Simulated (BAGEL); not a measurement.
**A workflow on Si2H4ClF (SMILES F[SiH]([SiH3])Cl)**

Wanted: a single-point energy (HF/6-31G*), then the energy (NEVPT2(2,2)/6-31G*), then the energy (CASPT2(2,2)/6-31G*) of Si2H4ClF. 

Program for the calculation: BAGEL 1.2.2.

2 further runs of the same task are left out: 2 set aside as unsound or not needed.

## Step 1: Starting point

The species is Si2H4ClF (8 atoms), meant as a singlet with charge 0. As SMILES, `F[SiH]([SiH3])Cl`. The Si3–H8 distance was set to 2.005 Å, away from the relaxed value. At this shape a bond of the SMILES string is far longer than usual.

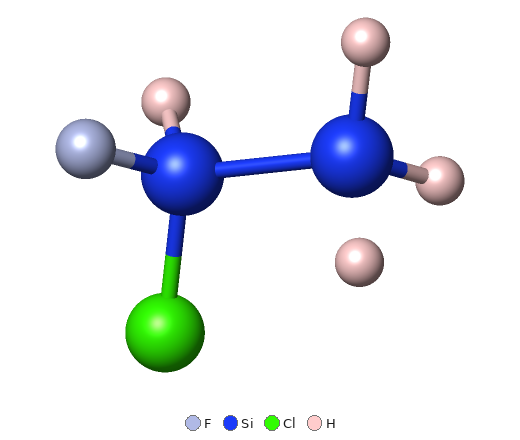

The structure, seen from a chosen angle (fluorine light blue, silicon blue, chlorine green, hydrogen pink).

## Step 2: A single-point energy at HF/6-31G(d) (density fitting with svp-jkfit, spherical functions) (run 1)

Contents of hf.json:

```json
{ "bagel" : [

{
  "title" : "molecule",
  "basis" : "6-31gs.json",
  "df_basis" : "svp-jkfit",
  "geometry" : [
    { "atom" : "F", "xyz" : [    -1.78687589,     3.91203732,    -0.11089858 ] },
    { "atom" : "Si", "xyz" : [     0.00099400,     2.05254682,    -1.67729256 ] },
    { "atom" : "Si", "xyz" : [     1.74313251,    -0.98197539,     1.02312607 ] },
    { "atom" : "Cl", "xyz" : [    -2.17445872,     0.27072405,    -4.33840489 ] },
    { "atom" : "H", "xyz" : [     1.85198074,     3.64483005,    -3.04658811 ] },
    { "atom" : "H", "xyz" : [     3.28647184,     0.26883433,     3.00922823 ] },
    { "atom" : "H", "xyz" : [     3.37680074,    -2.68424069,    -0.49942627 ] },
    { "atom" : "H", "xyz" : [    -1.05182156,    -2.97461789,     2.62596342 ] }
  ]
},

{ "title" : "hf" },

{ "title" : "print", "file" : "orbitals.molden", "orbitals" : true }

]}
```

The basis set 6-31G* is read from a file made from the Basis Set Exchange's data (not shown).

Started as:

```sh
$ BAGEL_NUM_THREADS=1 BAGEL hf.json > hf.out
```

What it wrote:

```text
* using 1 threads per process

  ===============================================================
  ===============================================================

  *** Geometry ***

  { "atom" : "F", "xyz" : [     -1.786876,      3.912037,     -0.110899 ] },
  { "atom" : "Si", "xyz" : [      0.000994,      2.052547,     -1.677293 ] },
  { "atom" : "Si", "xyz" : [      1.743133,     -0.981975,      1.023126 ] },
  { "atom" : "Cl", "xyz" : [     -2.174459,      0.270724,     -4.338405 ] },
  { "atom" : "H", "xyz" : [      1.851981,      3.644830,     -3.046588 ] },
  { "atom" : "H", "xyz" : [      3.286472,      0.268834,      3.009228 ] },
  { "atom" : "H", "xyz" : [      3.376801,     -2.684241,     -0.499426 ] },
  { "atom" : "H", "xyz" : [     -1.051822,     -2.974618,      2.625963 ] },

  Number of auxiliary basis functions:      533

  Since a DF basis is specified, we compute 2- and 3-index integrals:
    o Being stored without compression. Storage requirement is 0.025 GB

  Number of basis functions:       76
  Number of electrons      :       58

    * METHOD: MOLECULE                             0.30

  *** RHF ***

  === Nuclear Repulsion ===
   274.3570194636

      * DIIS with orbital gradients will be used.

  === RHF iteration (6-31gs.json) ===
      0      -1138.96549544          0.01702075           0.08
      1      -1139.07808726          0.01072400           0.08
      2      -1139.12820955          0.00127496           0.07
      3      -1139.12958371          0.00031090           0.08
      4      -1139.12967200          0.00005713           0.07
      5      -1139.12967592          0.00001274           0.08
      6      -1139.12967615          0.00000381           0.08
      7      -1139.12967618          0.00000096           0.08
      8      -1139.12967618          0.00000030           0.08
      9      -1139.12967618          0.00000010           0.08
     10      -1139.12967618          0.00000003           0.08
     11      -1139.12967618          0.00000001           0.08
    * SCF iteration converged.

    * Permanent dipole moment:
           (   -1.007129,    -0.066273,    -0.110422) a.u.

    * METHOD: HF                                   1.09

    * METHOD: PRINT                                0.02

  ===============================================================
```

It took 1.6 s on 1 thread of Arm Neoverse V1, shared host; peak memory 0.15 GiB.

## Step 3: The energy at NEVPT2(2,2)/6-31G(d) (density fitting with svp-jkfit, spherical functions) (run 2)

Contents of input.json:

```json
{ "bagel" : [

{
  "title" : "molecule",
  "basis" : "6-31gs.json",
  "df_basis" : "svp-jkfit",
  "geometry" : [
    { "atom" : "F", "xyz" : [    -1.78687589,     3.91203732,    -0.11089858 ] },
    { "atom" : "Si", "xyz" : [     0.00099400,     2.05254682,    -1.67729256 ] },
    { "atom" : "Si", "xyz" : [     1.74313251,    -0.98197539,     1.02312607 ] },
    { "atom" : "Cl", "xyz" : [    -2.17445872,     0.27072405,    -4.33840489 ] },
    { "atom" : "H", "xyz" : [     1.85198074,     3.64483005,    -3.04658811 ] },
    { "atom" : "H", "xyz" : [     3.28647184,     0.26883433,     3.00922823 ] },
    { "atom" : "H", "xyz" : [     3.37680074,    -2.68424069,    -0.49942627 ] },
    { "atom" : "H", "xyz" : [    -1.05182156,    -2.97461789,     2.62596342 ] }
  ]
},

{
  "title" : "hf"
},

{
  "title" : "casscf",
  "nstate" : 1,
  "nact" : 2,
  "nclosed" : 28,
  "active" : [29, 30],
  "maxiter" : 200,
  "natocc" : true
},

{
  "title" : "nevpt2",
  "nstate" : 1,
  "nact" : 2,
  "nclosed" : 28,
  "active" : [29, 30],
  "maxiter" : 200,
  "natocc" : true,
  "ncore" : 16
},

{
  "title" : "print",
  "file" : "orbitals.molden",
  "orbitals" : true
}

]}
```

The basis set 6-31G* is read from a file made from the Basis Set Exchange's data (not shown).

Started as:

```sh
$ BAGEL_NUM_THREADS=1 BAGEL input.json > input.out
```

What it wrote:

```text
* using 1 threads per process

  ===============================================================
  ===============================================================

  *** Geometry ***

  { "atom" : "F", "xyz" : [     -1.786876,      3.912037,     -0.110899 ] },
  { "atom" : "Si", "xyz" : [      0.000994,      2.052547,     -1.677293 ] },
  { "atom" : "Si", "xyz" : [      1.743133,     -0.981975,      1.023126 ] },
[... 4 lines of this table left out ...]
  { "atom" : "H", "xyz" : [     -1.051822,     -2.974618,      2.625963 ] },

  Number of auxiliary basis functions:      533

  Since a DF basis is specified, we compute 2- and 3-index integrals:
    o Being stored without compression. Storage requirement is 0.025 GB

[... 18 lines left out ...]
    * SCF iteration converged.
[... 1 line left out ...]
    * Permanent dipole moment:
[... 27 lines left out ...]
    * Second-order optimization converged. *
[... 1 line left out ...]
     guess   0:   closed 1.                   open ..

  === FCI iteration ===

      0  0     -1139.12890520     6.96e-02      0.00
      1  0     -1139.15586076     2.52e-04      0.00
      2  0 *   -1139.15586127     2.49e-16      0.00

     * ci vector, state   0, <S^2> = 0.0000
       2.     0.9817582777
       .2    -0.1901333325

    * METHOD: CASSCF                               4.13

    * freezing 16 orbitals

  === DF-NEVPT2 calculation ===

    * 3-index integral transformation done
    * assembly done

      NEVPT2 correlation energy:   -0.4398861787      0.11

          (+0)     -0.4186834929
          (+0)'    -0.0041626402
          (+1)     -0.0038415203
          (+1)'    -0.0000000000
          (+2)     -0.0002176227
          (-1)     -0.0109726474
          (-1)'     0.0000000000
          (-2)     -0.0020082552

      NEVPT2 total energy:       -1139.5957474449

    * METHOD: NEVPT2                               0.25

    * METHOD: PRINT                                0.02

  ===============================================================
```

It took 6 s on 1 thread of Arm Neoverse V1, shared host; peak memory 0.15 GiB.

## Step 4: The energy at CASPT2(2,2)/6-31G(d) (density fitting with svp-jkfit, spherical functions) (run 3)

Contents of calc.json:

```json
{ "bagel" : [

{
  "title" : "molecule",
  "basis" : "6-31gs.json",
  "df_basis" : "svp-jkfit",
  "geometry" : [
    { "atom" : "F", "xyz" : [ -1.78687589,  3.91203732, -0.11089858 ] },
    { "atom" : "Si", "xyz" : [  0.00099400,  2.05254682, -1.67729256 ] },
    { "atom" : "Si", "xyz" : [  1.74313251, -0.98197539,  1.02312607 ] },
    { "atom" : "Cl", "xyz" : [ -2.17445872,  0.27072405, -4.33840489 ] },
    { "atom" : "H", "xyz" : [  1.85198074,  3.64483005, -3.04658811 ] },
    { "atom" : "H", "xyz" : [  3.28647184,  0.26883433,  3.00922823 ] },
    { "atom" : "H", "xyz" : [  3.37680074, -2.68424069, -0.49942627 ] },
    { "atom" : "H", "xyz" : [ -1.05182156, -2.97461789,  2.62596342 ] }
  ]
},
{ "title" : "hf" },
{ "title" : "casscf", "nstate" : 1, "nact" : 2, "nclosed" : 28, "active" : [29, 30], "maxiter" : 200, "natocc" : true },
{ "title" : "print", "file" : "orbitals.molden", "orbitals" : true },
{ "title" : "smith", "method" : "caspt2", "ms" : true, "xms" : true, "sssr" : true, "shift" : 0.2, "shift_imag" : true, "ncore" : 16 }

]}
```

The basis set 6-31G* is read from a file made from the Basis Set Exchange's data (not shown).

Started as:

```sh
$ BAGEL_NUM_THREADS=1 BAGEL calc.json > calc.out
```

What it wrote:

```text
* using 1 threads per process

  ===============================================================
  ===============================================================

  *** Geometry ***

  { "atom" : "F", "xyz" : [     -1.786876,      3.912037,     -0.110899 ] },
  { "atom" : "Si", "xyz" : [      0.000994,      2.052547,     -1.677293 ] },
  { "atom" : "Si", "xyz" : [      1.743133,     -0.981975,      1.023126 ] },
[... 4 lines of this table left out ...]
  { "atom" : "H", "xyz" : [     -1.051822,     -2.974618,      2.625963 ] },

  Number of auxiliary basis functions:      533

  Since a DF basis is specified, we compute 2- and 3-index integrals:
    o Being stored without compression. Storage requirement is 0.025 GB

[... 18 lines left out ...]
    * SCF iteration converged.
[... 1 line left out ...]
    * Permanent dipole moment:
[... 27 lines left out ...]
    * Second-order optimization converged. *
[... 9 lines left out ...]
     * ci vector, state   0, <S^2> = 0.0000
[... 16 lines left out ...]
    * Zeroth order energy : state  0       -0.8035469947
[... 4 lines left out ...]
       #      aibj      arbs      arbi      airj      risj      airs      arst      rist         Etot      error   time
[... 2 lines left out ...]
       0  -0.41695  -0.00253  -0.01125  -0.00420  -0.00033  -0.00364  -0.00000  -0.00000   -0.4389096  0.0008562   0.06
       1  -0.41703  -0.00255  -0.01129  -0.00430  -0.00035  -0.00374   0.00000  -0.00000   -0.4392711  0.0001707   0.05
       2  -0.41704  -0.00255  -0.01129  -0.00430  -0.00036  -0.00374  -0.00000  -0.00000   -0.4392847  0.0000335   0.05
       3  -0.41704  -0.00255  -0.01129  -0.00430  -0.00036  -0.00374  -0.00000  -0.00000   -0.4392851  0.0000068   0.05
       4  -0.41704  -0.00255  -0.01129  -0.00430  -0.00036  -0.00374   0.00000  -0.00000   -0.4392852  0.0000011   0.05
       5  -0.41704  -0.00255  -0.01129  -0.00430  -0.00036  -0.00374  -0.00000  -0.00000   -0.4392852  0.0000002   0.06

      ------------------------------------------------------------------------------------------------------------------

    * CASPT2 energy : state  0    -1139.5975665872
        w/o shift correction      -1139.5951464240
        reference weight              0.8701281404

    * METHOD: SMITH                                0.51

  ===============================================================
```

Run time: 6.3 s. Hardware: 1 thread of Arm Neoverse V1, shared host; peak memory 0.15 GiB.

## Step 5: Results

```
                               quantity           value
         run 1, HF/6-31G*: total energy  -1139.12968 Eh
        run 1, HF/6-31G*: dipole moment          2.58 D
          run 1, HF/6-31G*: HOMO energy       -11.16 eV
          run 1, HF/6-31G*: LUMO energy         2.02 eV
        run 1, HF/6-31G*: HOMO–LUMO gap        13.17 eV
run 2, NEVPT2(2,2)/6-31G*: total energy  -1139.59575 Eh
run 3, CASPT2(2,2)/6-31G*: total energy  -1139.59757 Eh
```
